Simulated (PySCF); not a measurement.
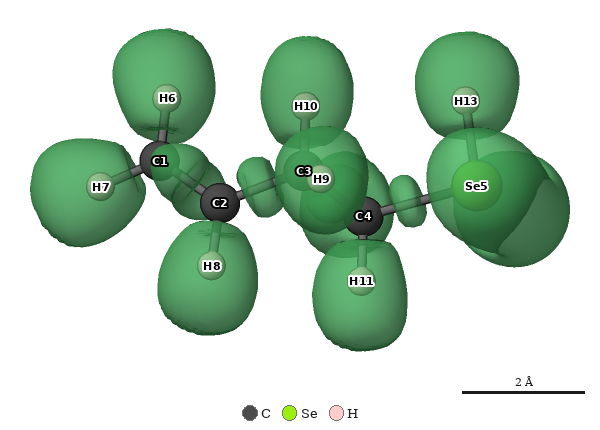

Figure 1: C₄H₈Se (SMILES C=CCC[SeH]). Isosurface of the electron localisation function at 0.75 (green), seen at a tilt. Only the valence region is drawn (cores and ρ < 0.01 e/Å³ removed).

Geometry: GFN2-xTB.

All numbers below come from PBE0/def2-SVPD, SCF density, gas phase (PySCF 2.14.0).

The calculation's input:

```
{"job": {"kind": "uv", "xc": "PBE0", "basis": "def2-SVPD", "nstates": 6, "ntriplets": 2}, "charge": 0, "multiplicity": 1}
C     -2.101770     0.744839     0.265564
C     -1.265804    -0.257249     0.071639
C      0.145978    -0.290456     0.567010
C      1.107440    -0.324352    -0.613082
Se     2.989462    -0.548614    -0.061571
H     -1.815049     1.624783     0.818219
H     -3.109884     0.727559    -0.111592
H     -1.577113    -1.128473    -0.490491
H      0.298015    -1.184371     1.178968
H      0.348699     0.586780     1.185948
H      0.906482    -1.179843    -1.260720
H      1.042565     0.588835    -1.206519
H      3.026591     0.641047     0.760306
```

Run with:

```sh
OMP_NUM_THREADS=1 python probes_run.py task.json out
```

What do the ELF domains correspond to?

Answer. The surface consists of three regions between bonded C–C atoms (shared pairs), one region between bonded C–Se atoms (shared pairs), eight regions around hydrogen nuclei and one region wrapped around Se (its valence shell).

Values along the shortest contacts:
C–C (1.32 Å): the ELF peaks at about 0.90 between the atoms (a short, multiple covalent bond). C–Se (1.97 Å): the ELF peaks at about 0.90 between the atoms (a covalent bond).
